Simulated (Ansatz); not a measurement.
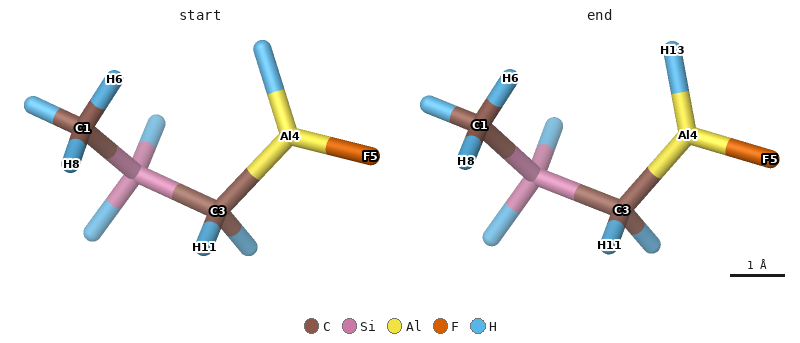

The structure of C₂H₈AlFSi (coarse preliminary run) before (left) and after (right) a relaxation, at one scale.

Style: stick. Shown at a tilt.

The start comes from a force field.

Theory: RKS PBE-D4/def2-SVP in Ansatz 0.2.0.

Input file:
```yaml
crystal:
  periodic: [false, false, false]
  atoms:
    - {symbol: C, position_ang: [-1.780200, -0.415800, 0.229200]}
    - {symbol: Si, position_ang: [-0.193400, -1.130500, -0.264100]}
    - {symbol: C, position_ang: [1.186300, -0.135000, 0.448600]}
    - {symbol: Al, position_ang: [1.377000, 1.678100, -0.385600]}
    - {symbol: F, position_ang: [2.574800, 2.832100, 0.106500]}
    - {symbol: H, position_ang: [-1.903900, 0.669200, -0.203000]}
    - {symbol: H, position_ang: [-2.626900, -0.992100, -0.179800]}
    - {symbol: H, position_ang: [-1.865000, -0.307600, 1.316500]}
    - {symbol: H, position_ang: [-0.066800, -1.147100, -1.686400]}
    - {symbol: H, position_ang: [-0.125500, -2.498400, 0.284300]}
    - {symbol: H, position_ang: [1.059100, -0.027800, 1.577300]}
    - {symbol: H, position_ang: [2.193600, -0.659600, 0.290100]}
    - {symbol: H, position_ang: [0.191300, 2.099700, -1.518700]}
basis:
  gaussian: {orbitals: def2-SVP}
hamiltonian: {xc: pbe, dispersion: d4}
relax: {f_tol: 0.03, max_steps: 200}
```

Command:
```bash
ansatz run in.yaml --threads 4 --pin off --events-out ev --progress --plain --max-ram 10444MiB
```

What changed between the two?

Answer. H13 moves most after the best rigid fit: 0.31 Å. By element the largest moves are H 0.31 Å, F 0.20 Å, C 0.08 Å, Al 0.06 Å, Si 0.05 Å. Some distances before and after: Al4–H13 1.693 → 1.595 Å, C1–Si2 1.809 → 1.892 Å, Si2–H9 1.428 → 1.511 Å, C1–H6 1.174 → 1.110 Å. Bond angles that change, for instance: C3–Al4–H13 115.9° → 126.5°, F5–Al4–H13 120.5° → 115.0°, C3–Al4–F5 123.3° → 118.4°. Over 6 geometry steps the energy falls by 41.5 kJ/mol. The largest force component goes from 2.4 to 0.03 eV/Å. Cost: 13 s on 4 threads of Arm Neoverse V1, with other jobs on the host.
